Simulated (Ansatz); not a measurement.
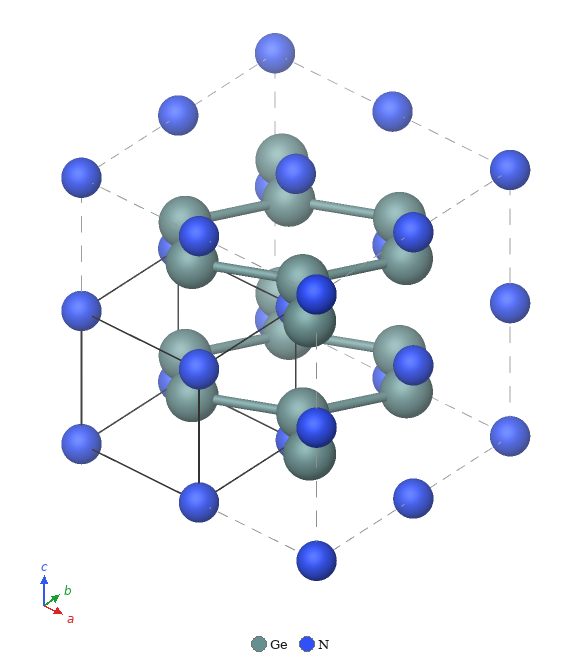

A ball-and-stick rendering, viewed slightly off an axis. The solid frame is a single conventional unit cell within a 2×2×2 block. Cell: a = 4.305 Å, b = 4.305 Å, c = 2.824 Å, α = 90.00°, β = 90.00°, γ = 120.00°.

Describe this structure.

The stoichiometry is Ge2N. The atoms follow space group P6/mmm (No. 191); the Bravais lattice is primitive hexagonal. The structure type is AlB₂ type. One cell contains 2 Ge, 1 N, 3 atoms in all. With all contacts inside bonding distance counted, the coordination numbers are Ge 3.

Origin of the cell: a textbook structure type filled with these elements (whether it is the usual form wasn't checked). This is the structure after a relaxation with Ansatz 0.2.0, DFT PBE, scalar-relativistic, plane waves, PAW.
